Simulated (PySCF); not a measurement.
C$_{6}$H$_{8}$F$_{2}$O

```xyz
17

O     0.6005    1.8394    1.7986
C     0.2107    1.2790    0.8147
C    -1.1869    0.7822    0.5750
C    -1.1496   -0.7485    0.4542
C    -0.2271   -1.1779   -0.6818
C     1.1868   -0.6456   -0.4627
C     1.1498    0.8759   -0.3388
F     2.3978    1.3759   -0.1588
F     0.7045    1.4296   -1.5100
H    -1.5592    1.2118   -0.3575
H    -1.8286    1.0944    1.3991
H    -0.7988   -1.1737    1.3971
H    -2.1604   -1.1165    0.2743
H    -0.1949   -2.2663   -0.7442
H    -0.6106   -0.7963   -1.6304
H     1.6181   -1.0436    0.4577
H     1.8411   -0.9077   -1.2965
```

Geometry: GFN2-xTB.

Level of theory: PySCF 2.14.0, PBE0/pcSseg-1, SCF density, gas phase, non-relativistic.

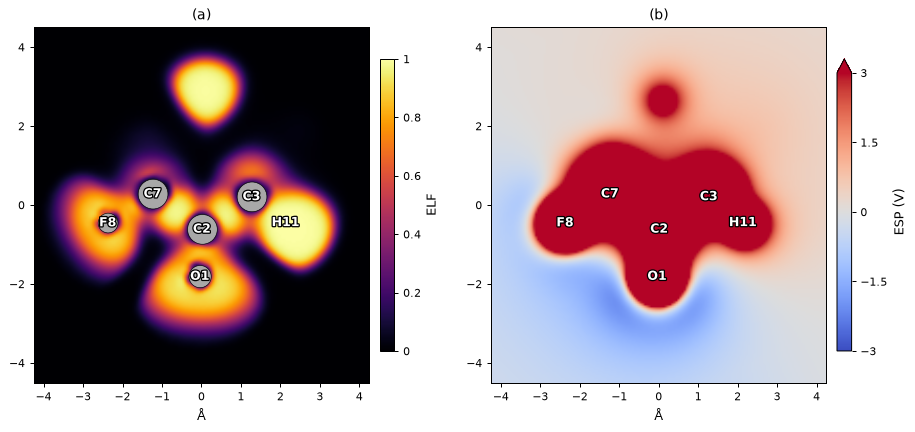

Figure 1. (a) ELF; (b) molecular electrostatic potential on the plane of atoms O1, C2 and C3. Grey discs cover the atomic cores in the ELF map.

What does the map show?

Atoms in the plane: O, C, F and H. C–O (1.20 Å): the ELF peaks at about 0.85 between the atoms; a short, multiple covalent bond. C–F (1.36 Å): the ELF peaks at about 0.85 between the atoms; a polar covalent bond. C–C (1.50 Å): the ELF peaks at about 0.95 between the atoms (a covalent bond). C–H (1.09 Å): the ELF climbs to about 1 towards the hydrogen, as it does in any bond to H; an ordinary covalent bond to hydrogen. The ELF also peaks beside O1 and F8, away from the bonds: lone-pair regions. Outside the dense part of the molecule the potential is most negative (−2.0 V) near O1.

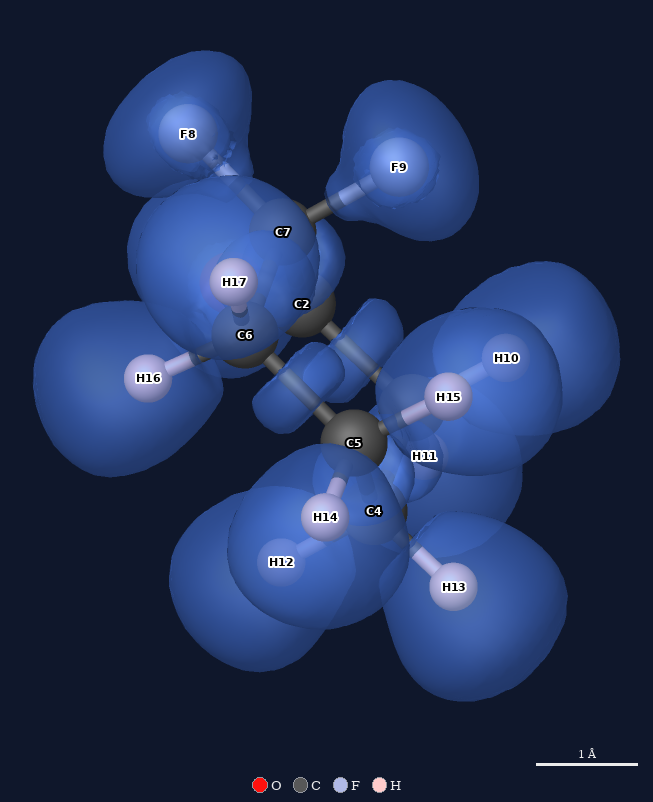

Figure 2. Isosurface of the electron localisation function at 0.75 (blue), seen at an oblique angle. Core shells and regions of very low density are left out.

Identify the bonds, lone pairs and shells in this picture.

The surface consists of six regions between bonded C–C atoms (shared pairs), eight regions around hydrogen nuclei, two regions on F in which the atom's valence shell and bonds are merged and one region on O in which the atom's valence shell and bonds are merged.

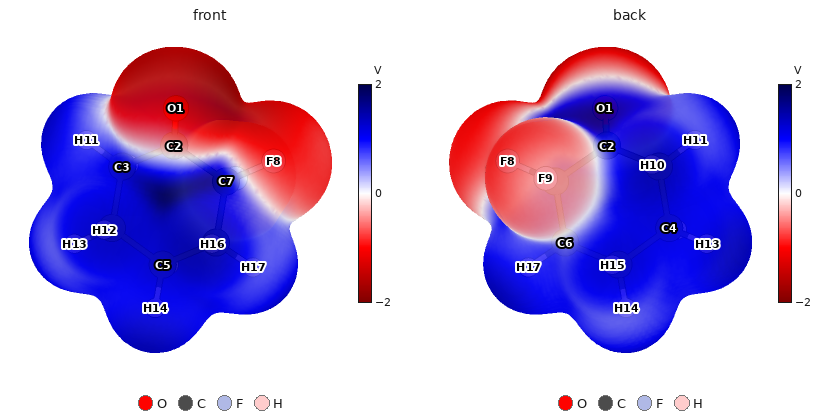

Figure 3. The molecular electrostatic potential painted on the density surface at 0.004 e/bohr³, seen from the front and from behind; red is negative and blue positive.

Describe the electrostatic potential map.

The most negative region (about −1.8 V) lies over O1, the most positive (about +1.7 V) over the π face of C2, C4 and C6. O1 is the likeliest acceptor of a hydrogen bond.

What dipole moment does the calculation give?

Its dipole moment is 4.14 D.
